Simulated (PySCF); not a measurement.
# UBLYP/aug-cc-pVTZ run of Si2 (disilicon)

What is the vertical electron affinity of Si2 (disilicon) at UBLYP/aug-cc-pVTZ? 

The results are computed with PySCF 2.14.0.

4 further runs of the same task are left out: 4 set aside as unsound or not needed.

## 1. The molecule

The species is Si2 (2 atoms), meant as a triplet with charge 0. SMILES: `[Si]=[Si]`. Geometry: relaxed at GFN2-xTB.

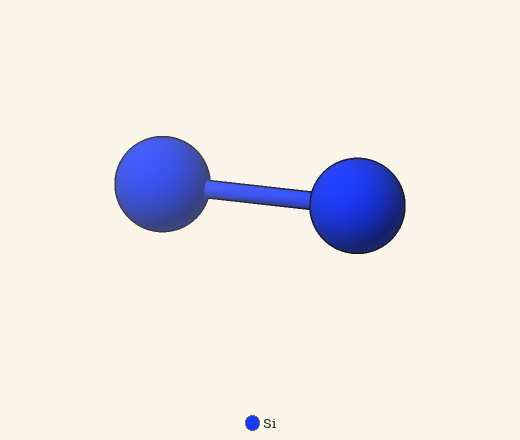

The structure, seen from a chosen angle (silicon blue).

## 2. The energy at UBLYP/aug-cc-pVTZ

job.py reads:

```python
from pyscf import gto, dft

mol = gto.Mole()
mol.atom = '''
Si     0.000000     0.000000     0.000000
Si     0.000000     0.000000     4.108661
'''
mol.verbose = 3
mol.basis = 'aug-cc-pvtz'
mol.charge = 0
mol.unit = 'bohr'
mol.spin = 2
mol.max_memory = 1860
mol.build()

mf = dft.UKS(mol, xc='blyp')
mf.conv_tol = 1e-10
mf.grids.level = 5
mf.kernel()
if not mf.converged:
    mf = mf.newton().run(mf.mo_coeff, mf.mo_occ)

energy = mf.e_tot
print('E = %.10f Eh' % energy)
```

Started as:

```bash
OMP_NUM_THREADS=1 python job.py
```

The program printed:

```text
WARN: HOMO -0.170406392334994 >= LUMO -0.170406392334993

WARN: HOMO -0.173616154340764 >= LUMO -0.172965098854002

converged SCF energy = -578.880195557326  <S^2> = 2.0043627  2S+1 = 3.002907
E = -578.8801955573 Eh
```

Wall time 11 s (1 thread of Arm Neoverse V2, shared host); peak memory 0.48 GiB.

## 3. The doublet anion, same level

job.py reads:

```python
from pyscf import gto, dft

system = gto.M(
    atom='''
Si   0.000000   0.000000   0.000000
Si   0.000000   0.000000   2.174210
''',
    verbose=3,
    spin=1,
    charge=-1,
    basis='aug-cc-pvtz',
    max_memory=1860,
)

mf = dft.UKS(system, xc='blyp')
mf.conv_tol = 1e-10
mf.grids.level = 5
mf.kernel()
if not mf.converged:
    mf = mf.newton().run(mf.mo_coeff, mf.mo_occ)

e_final = mf.e_tot
print('E(%s) = %.9f' % ('BLYP', e_final))
```

Started as:

```bash
OMP_NUM_THREADS=1 python job.py
```

The program printed:

```text
WARN: HOMO 0.0798899964066559 >= LUMO 0.0805662211466731

converged SCF energy = -578.954548441465  <S^2> = 0.75314272  2S+1 = 2.0031403
E(BLYP) = -578.954548441
```

Run time: 11 s. Hardware: 1 thread of Arm Neoverse V2, shared host; peak memory 0.48 GiB.

## 4. Results

Level: UBLYP/aug-cc-pVTZ.

```
                                         quantity          value
                        triplet Si2: total energy  -578.88020 Eh
                       triplet Si2: dipole moment         0.00 D
  triplet Si2: HOMO energy (highest over α and β)       -4.74 eV
   triplet Si2: LUMO energy (lowest over α and β)       -4.62 eV
                                triplet Si2: ⟨S²⟩          2.004
                      doublet anion: total energy  -578.95455 Eh
doublet anion: HOMO energy (highest over α and β)        0.46 eV
 doublet anion: LUMO energy (lowest over α and β)        0.60 eV
                              doublet anion: ⟨S²⟩          0.753
vertical electron affinity (to the doublet anion)       2.023 eV
```

At fixed nuclei the extra electron is bound by 2.02 eV (47 kcal/mol). The HOMO (doublet anion) lies at positive energy, 0.46 eV, as semi-local functionals often give for anions; only total energies tell whether the electron is bound.
